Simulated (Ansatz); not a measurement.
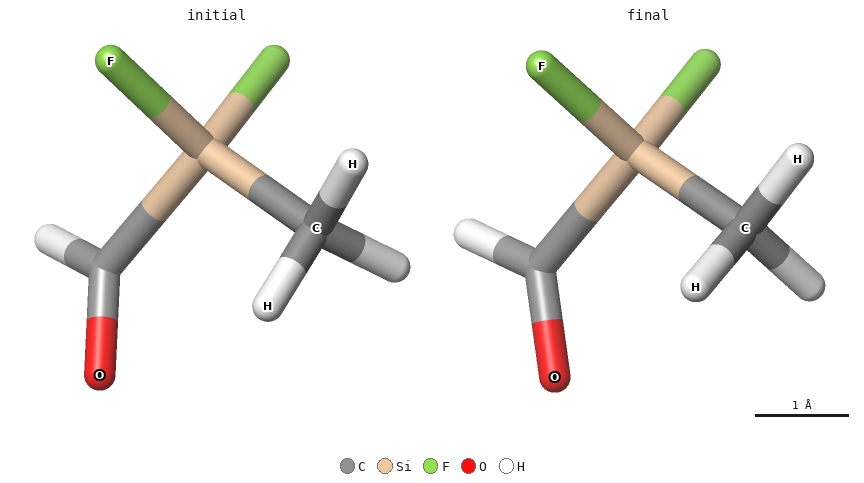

The structure of C2H4F2OSi before (left) and after (right) a relaxation, at one scale.

Style: stick. Shown from a free direction.

The start comes from PBE-D4/def2-SVP.

Computed with Ansatz 0.2.0, RKS PBE0-D4/def2-TZVP.

The input:
```yaml
crystal:
  periodic: [false, false, false]
  atoms:
    - {symbol: C, position_ang: [-0.726000, -0.892823, 0.881397]}
    - {symbol: Si, position_ang: [0.451721, -0.333743, -0.434486]}
    - {symbol: F, position_ang: [1.991634, -0.736291, -0.056035]}
    - {symbol: F, position_ang: [0.144561, -1.029028, -1.882405]}
    - {symbol: C, position_ang: [0.400322, 1.584802, -0.645578]}
    - {symbol: O, position_ang: [-0.100760, 2.265044, 0.235550]}
    - {symbol: H, position_ang: [-0.663545, -0.189838, 1.736744]}
    - {symbol: H, position_ang: [-1.768667, -0.878100, 0.504780]}
    - {symbol: H, position_ang: [-0.490331, -1.916284, 1.234195]}
    - {symbol: H, position_ang: [0.844165, 2.075161, -1.571363]}
basis:
  gaussian: {orbitals: def2-TZVP}
hamiltonian: {xc: pbe0, dispersion: d4}
relax: {f_tol: 0.005, max_steps: 150}
```

Run as
```bash
ansatz run in.yaml --threads 4 --pin off --events-out ev --progress --plain --max-ram 10444MiB
```

Q: Summarise the run.

A: After 16 accepted moves (21 points after the start) the energy has fallen by 0.114 eV. Largest force component: 1.3 eV/Å at the start, 0.0043 eV/Å at the end. The line search rejected the trial steps at points 7, 8, 14, 16, 18 of the run. The forces were under the threshold at step 13, but the run went on from there. O6 moves most after the best rigid fit: 0.39 Å. Largest moves by element: O 0.39 Å, H 0.32 Å, F 0.08 Å, C 0.05 Å, Si 0.03 Å. Among the contacts that change: Si2–F3 1.636 → 1.591 Å, C5–H10 1.138 → 1.115 Å, C1–Si2 1.852 → 1.833 Å, Si2–C5 1.931 → 1.914 Å.
